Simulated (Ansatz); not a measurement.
# AlIn (built on the sites of a database entry of ScBi): from the cell to its phonons, part 2 of 2

Task: relax AlIn (built on the sites of a database entry of ScBi), then find its harmonic phonons.

Ansatz 0.2.0; DFT PBEsol, scalar-relativistic, plane waves, PAW.

So far. Step 4 (Tight relaxation): The forces vanish by symmetry and the pressure is 0.005 GPa, within the tolerances set. The cell now holds 23.19 Å³/atom. Step 5 (Zone-centre response): Before it was imposed, the acoustic sum rule was missed by 3.1e-5 eV/Å². Small misses are needed for a sound result but don't prove that mesh and cutoff are converged. The lowest optical mode is real, 213 cm⁻¹. The relaxed cell has a = 5.704 Å (conventional setting).

The structure was built from a prototype and need not be the compound's stable phase.

### Step 6. Phonons on a q mesh

Stability and thermal properties need the whole zone. Linear response on a 4×4×4 q mesh gives force constants as far as a supercell of that size would.

The input, input.yaml:

```yaml
crystal:
  lattice:
    - [0.0, 2.8518048579, 2.8518048579]
    - [2.8518048579, 0.0, 2.8518048579]
    - [2.8518048579, 2.8518048579, 0.0]
  atoms:
    - { symbol: Al, position: [0.5, 0.5, 0.5] }
    - { symbol: In, position: [0.0, 0.0, 0.0] }
kpoints:
  mp_grid: { grid: [12, 12, 12] }
hamiltonian:
  xc: pbesol
scf:
  occupations: { method: methfessel_paxton, width: 0.2 }
output:
  eigenvalues: true
phonons:
  method: dfpt
  qmesh: [4, 4, 4]
  temperatures: { t_max: 1000, t_step: 50 }
  qpath:
    path:
      - [[0.0, 0.0, 0.0], [0.5, 0.0, 0.5], [0.625, 0.25, 0.625]]
      - [[0.375, 0.375, 0.75], [0.0, 0.0, 0.0], [0.5, 0.5, 0.5], [0.5, 0.25, 0.75], [0.5, 0.0, 0.5]]
    npoints: 10
```

The run is started by

```bash
ansatz run input.yaml --threads 4 --pin off --max-ram 7168MiB --backend cpu --events-out ev --progress --plain --runs-dir out
```

Numbers of over 12 decimals in the logs are rounded to 6 here.

What it wrote:

```text
[...]
Crystal: 2 atoms, lattice volume = 46.386 Å³
Basis set: ecut = 420 eV, 893 PW (Γ), exchange–correlation on 54×54×54 points (8 copies of the dense FFT grid, shifted against one another)
Bands: 12, of which v1, the nominal top of the filled ones, is band 8 counted from 1 (7 counted from 0)
Symmetry: 48 space group operations
k-points: 72 of 1728
[...]
SCF iter   1: F=—  HF=-6049.382541 eV  |F-HF|=—  |Δ(HF+E_count)|=         —  Δρ=2.71e-3  dr2=3.68e-3  ethr=1.77e-3  ⟨swp⟩=5.2  Hψ=5213  notcnv=0
[...]
SCF iter   9: F=-6049.379964 eV  HF=-6049.379964 eV  |F-HF|=3.64e-12  |Δ(HF+E_count)|=  1.73e-10  S|Δr|=    0.00e0  Δρ=4.55e-8  dr2=5.92e-13  ethr=1.00e-12  ⟨swp⟩=5.4  Hψ=4225  notcnv=0
SCF 1 converged in 9 iterations: F = -6049.379964 eV  dr2 = 5.92e-13
[...]
SCF iter   4: F=-6049.379964 eV  HF=-6049.379964 eV  |F-HF|=5.46e-12  |Δ(HF+E_count)|=  1.00e-11  S|Δr|=    0.00e0  Δρ=1.65e-7  dr2=4.80e-12  ethr=1.00e-12  ⟨swp⟩=1.7  Hψ=2777  notcnv=0
SCF 2 converged in 4 iterations: F = -6049.379964 eV  dr2 = 4.80e-12
phonons: the bands overlap, so this run is a metal and interpolates without the dipole-dipole term. If the crystal is really an insulator or semiconductor, its LO-TO splitting is missing
NSCF: frozen V_eff on 72 k-points
[...]
DFPT response loops at q = (0, 0, 0) (fractional): preconditioner auto → Kerker (q_TF=auto, 2.285 Å⁻¹) (partly filled bands, converged f_vac=0.000); β = 1.00, the filter's whole step (`scf.mixing.beta` (0.50) is not read by the response loops under this deck's `scf.mixing.preconditioner`; to damp them name `kerker` or `kerker_dos`, under which they read `scf.mixing.beta`, and type it under 1.00, their step now; both keys bind the ground state too); Broyden in place of MSR1
[...]
SCF converged after 9 iterations
[...]
Free energy (F): -6049.379964 eV
[...]
Internal energy: -6049.383225 eV  (E = F + TS)
E sigma→0 (E₀):  -6049.380779 eV
Entropy (-TS):   0.003260 eV (1.630 meV/atom)
Fermi energy:    7.979629 eV
[...]
--- Band table (eV; the first three rows and the last of 72) ---
  k-point 0: bands = [... 4 lower, -6.3382, -1.5669, 10.4315, 10.4315, 10.4315, 13.1089, 14.5346, 14.5346]
  k-point 1: bands = [... 4 lower, -6.3348, -1.4685, 9.5361, 10.3990, 10.3990, 13.4624, 14.5134, 14.7034]
  k-point 2: bands = [... 4 lower, -6.3245, -1.1729, 7.9271, 10.3374, 10.3374, 13.2343, 14.2013, 14.2013]
  k-point 71: bands = [... 4 lower, -6.2460, 3.3581, 4.1743, 5.2421, 5.2421, 12.9826, 13.1252, 15.1111]
--- Phonons (Γ-DFPT): 2 representative perturbations + reference (Σ response iterations 7) ---
  ASR residual: 1.123e-5 → 0.000e0 eV/Å²; symmetrization residual: 2.296e-6 eV/Å²
  ASR residual per site (eV/Å²): 3.98e-6 1.12e-5
  Γ frequencies (cm⁻¹): 0.00 0.00 0.00 213.37 213.37 213.37
--- Phonons (arbitrary-q DFPT): 8 irreducible q on the 4×4×4 mesh ---
  q = [0.0000, 0.0000, 0.0000] (star 1, of the zone-centre solve; hermiticity 1.26e-6, symmetrization 4.31e-12): -0.00 0.00 0.00 213.37 213.37 213.37
  q = [0.0000, 0.0000, 0.2500] (star 8, 2 solved perturbations on 936 of 1728 k-point pairs; hermiticity 1.56e-6, symmetrization 3.18e-12): 57.73 57.73 62.28 191.91 191.91 194.86
[...]
q = [0.0000, 0.2500, 0.2500] (star 6, 4 solved perturbations in 1608 linear systems a pass and spin channel, the states on 510 of 1728 k-point pairs; hermiticity 2.37e-6, symmetrization 3.68e-13): -27.16 -27.16 84.13 167.11 213.09 213.09
[...]
sum rule: each row above includes the acoustic sum rule's correction from the zone centre's row sums; it moved no ω² by more than (0.20 cm⁻¹)²
  mesh force constants: q→R imaginary residual 9.48e-18; ASR residual 1.123e-5 → 0.000e0 eV/Å²; symmetrization residual 2.665e-15 eV/Å²
  interpolated dispersion: 62 rows × 6 modes
  density of states and harmonic sums: on the 20×20×20 q-mesh, interpolated from the force constants of a 4×4×4 supercell (no non-analytic term)
  largest difference from the sums on the solved wave vectors: F 2.47e-2 eV, S 2.69e-5 and C_V 3.19e-6 eV/K
  zero-point energy: 0.043573 eV/cell   skipped modes (ω ≤ 0): 286, of them read as no rigid motion or as one in doubt: 283 (1.099e0 modes/cell left out, lowest -58.21 cm⁻¹)   left out of the sums: 1.83e-1 of the cell's modes: C_V's classical limit lies that fraction below 3 k_B per atom; for a crystal, a wire or a layer, F and S can be off by more, and a phonons.interpolated_qmesh denser along its periods is the remedy for the sampling
```

It took 2 min on 4 threads of Intel Xeon 6975P-C (Granite Rapids), shared host; peak memory 2.5 GiB; 7.4 min of CPU time.

Numbers from this step:

| Property | Result |
| --- | --- |
| sum-rule residual before enforcement | 1.12e-5 eV/Å² |
| lowest frequency on the path | -58.46 cm⁻¹ |
| highest frequency on the path or at a solved wavevector | 235.6 cm⁻¹ |
| lowest mode on the q mesh (acoustic modes at Γ apart) | -55.2 cm⁻¹ |

Frequencies (cm⁻¹) solved at each irreducible wavevector; negative means imaginary. Frequencies by wavevector, by row:

```csv
q in reciprocal lattice units,star,mode 1,mode 2,mode 3,mode 4,mode 5,mode 6
0 0 0,1,0,0,0,213.4,213.4,213.4
0 0 0.25,8,57.7,57.7,62.3,191.9,191.9,194.9
0 0 -0.5,4,88.6,88.6,96.4,157.8,159.5,159.5
0 0.25 0.25,6,-27.2,-27.2,84.1,167.1,213.1,213.1
0 0.25 -0.5,24,-32.3,38,50,199.5,200.5,203.9
0 0.25 -0.25,12,-46.8,85.2,86.4,160.9,165.9,222.5
0 -0.5 -0.5,3,-53.8,-39,-39,218.3,218.3,235.6
0.25 -0.5 -0.25,6,-55.2,-55.2,85.5,158.3,226.8,226.8
```

Interpolated from a 4×4×4 q mesh. Phonon branches along the path, in cm⁻¹:

```csv
point,branch 1,branch 2,branch 3,branch 4,branch 5,branch 6
Γ,0,0,0,213,213,213
X,-54,-39,-39,218,218,236
U,-58,24,37,202,202,227
jump to K,-58,24,37,202,202,227
Γ,0,0,0,213,213,213
L,89,89,96,158,160,160
W,-55,-55,86,158,227,227
X,-54,-39,-39,218,218,236
```

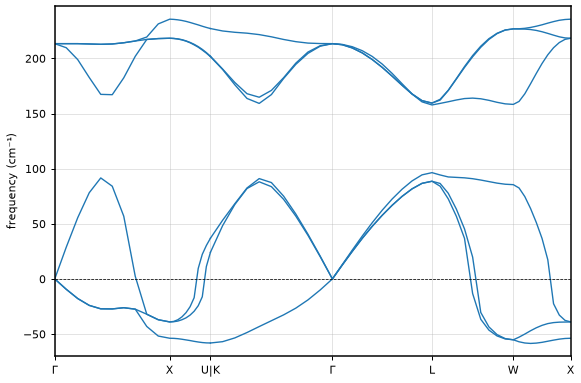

Phonon branches along the path.

Tetrahedra on a 20×20×20 mesh, mean over bins of 5 cm-1. Interpolated from a 4×4×4 q mesh. The phonon density of states by wavenumber; read off at these points:

```csv
wavenumber (cm⁻¹),phonon density of states (1/cm⁻¹/cell)
-58,0.0178
-42,0.0213
-38,0.0256
-22,0.0175
-8,0.00963
12,0.00901
28,0.0119
48,0.0189
62,0.0227
82,0.0388
88,0.0567
98,6.0e-5
118,0
132,0
152,0
168,0.0527
188,0.0330
202,0.0396
212,0.0671
222,0.0505
238,3.0e-5
```

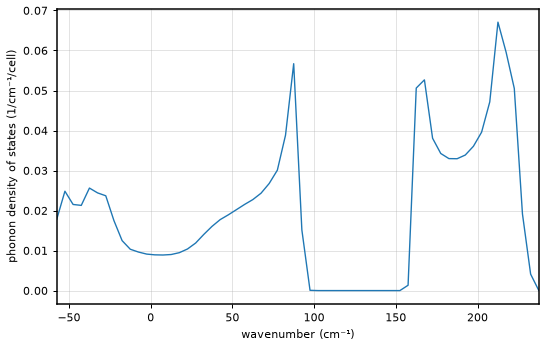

Phonon density of states, plotted against wavenumber.

The partial phonon density of states has structure finer than the step of the table below, so its rows give means over 20 cm⁻¹, whole bins alone (the curve runs from -68.2 to 252 cm⁻¹). Peaks (cm⁻¹: height): Al -35.9: 0.00685, 165.3: 0.0547, 185.5: 0.0315, 213.7: 0.0526; In -35.9: 0.0235, 64.7: 0.0244, 88.9: 0.0513, 213.7: 0.0144.

Phonopy on the run's constants, 17x17x17 mesh, Gaussian sigma 2.3 cm-1. Interpolated from a 4×4×4 q mesh. The partial phonon density of states by wavenumber; means over each step; values in 1/cm⁻¹/cell:

```csv
wavenumber (cm⁻¹),Al,In
-40,0.00565,0.0190
-20,0.00363,0.0134
0,8.6e-4,0.00322
20,0.00216,0.00847
40,0.00349,0.0148
60,0.00348,0.0190
80,0.00224,0.0322
100,1.1e-4,0.00721
120,0,0
140,2.0e-7,0
160,0.0257,9.4e-4
180,0.0296,0.00443
200,0.0316,0.00771
220,0.0376,0.0108
240,0.00121,3.9e-4
```

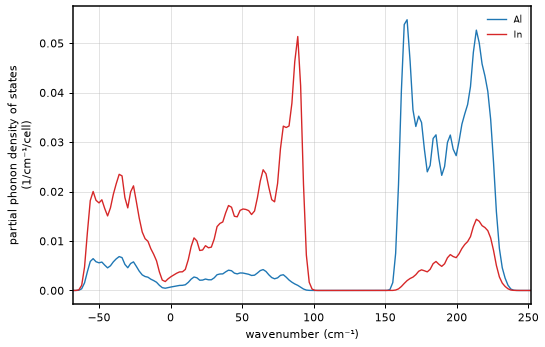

Partial phonon density of states against wavenumber.

Second derivatives of the energy by pair, one row for each kind of neighbour of each atom listed. Each entry sums the pair over the periodic images of the supercell that the q mesh stands for, and in a polar crystal it holds the long-range dipole part too. Force constants by pair, by row:

```csv
atom,neighbour,distance (Å),third of the trace (eV/Å²),along the pair's line (eV/Å²)
Al1,itself,0,3.171,–
Al1,In,2.852,-0.5608,-2.167
Al1,Al,4.033,-0.007,-0.0091
Al1,In,4.939,-0.01,-0.0057
Al1,Al,5.704,0.0993,0.2889
Al1,In,6.377,-0.0118,-0.0214
Al1,Al,6.985,0.0015,0.0055
In2,itself,0,3.761,–
In2,Al,2.852,-0.5608,-2.167
In2,In,4.033,-0.0296,-0.1031
In2,Al,4.939,-0.01,-0.0057
In2,In,5.704,0.046,0.157
In2,Al,6.377,-0.0118,-0.0214
In2,In,6.985,-0.0034,-0.0062
```

Symmetry leaves 8 wavevectors to solve. The lowest mode among them, the acoustic zeros apart, lies at q = (0.25, -0.5, -0.25) and is imaginary, 55.2i cm⁻¹, so the energy falls along it. Between them the interpolated path dips to 58i cm⁻¹.

### Step 7. Another isotope

An isotope changes the mass and not the force constants, so no new electronic calculation is needed; the shifts show which modes move this element.

The same force constants with the mass of In changed from 114.818 to 112.904 u (phonopy, no LO-TO term). Both lists are sorted by frequency; levels can cross, so a row need not hold one and the same mode. Modes under 3 cm⁻¹ are left out. Isotope shifts, by row:

```csv
q,rank,natural mass (cm⁻¹),changed mass (cm⁻¹)
0 0 0,4,213.4,213.7
0 0 0,5,213.4,213.7
0 0 0,6,213.4,213.7
0 0 0.25,1,57.73,58.14
0 0 0.25,2,57.73,58.14
0 0 0.25,3,62.28,62.72
0 0 0.25,4,191.9,192.2
0 0 0.25,5,191.9,192.2
0 0 0.25,6,194.9,195.1
0 0 -0.5,1,88.61,89.35
0 0 -0.5,2,88.61,89.35
0 0 -0.5,3,96.43,97.24
0 0 -0.5,4,157.8,157.8
0 0 -0.5,5,159.5,159.5
0 0 -0.5,6,159.5,159.5
0 0.25 0.25,1,-27.16,-27.34
0 0.25 0.25,2,-27.16,-27.34
0 0.25 0.25,3,84.13,84.79
0 0.25 0.25,4,167.1,167.2
0 0.25 0.25,5,213.1,213.5
0 0.25 0.25,6,213.1,213.5
```

A mode of this element alone would shift by +0.84 %. The highest zone-centre frequency without the field goes from 213.4 to 213.7 cm⁻¹ (+0.2 %). The product of the frequency ratios over all optical modes at Γ is 1.005; the product rule, (m/m′)^(3k/2) (M′/M)^(3/2) with k = 1 such atoms and M the mass of the cell, gives 1.005.

### Step 8. What came out

* space group after relaxation (within 0.01 Å): Fm-3m
* volume per atom: 23.2 Å³
* electronic character: no gap on this mesh
* highest optical mode at the zone centre (no LO-TO term): 213 cm⁻¹
* lowest optical zone-centre mode: 213 cm⁻¹
* lowest mode on the q mesh (acoustic modes at Γ apart): -55.2 cm⁻¹
* highest frequency on the path or at a solved wavevector: 236 cm⁻¹
* imaginary modes on the 4×4×4 q mesh: yes

Modes are clearly imaginary (beyond 10i cm⁻¹) at 5 of the 8 irreducible wavevectors, most at q = (0.25, -0.5, -0.25) (55.2i cm⁻¹), so this structure is not a minimum of the energy. The optical modes at Γ form one degenerate level at 213 cm⁻¹. The highest mode in this list at Γ, 213.4 cm⁻¹, is mostly motion of Al (81 % of the kinetic energy). With no gap, or one that is small against the smearing, the frequencies hang on the k mesh and the smearing, most of all near Kohn anomalies. The starting cell was built on a prototype and not taken from a measurement, so the phase need not exist. These are harmonic frequencies at zero temperature: anharmonic shifts, linewidths and thermal expansion are left out.

[Logs are printed without paths, hosts, clocks, repeated set-up lines and the standing remarks that a program may print on its own settings, such as how far it seeks lower states.]

[Hosts, paths, dates, database ids (printed as entryN), source tags and the programs' standing remarks are cut or masked in the printed files.]
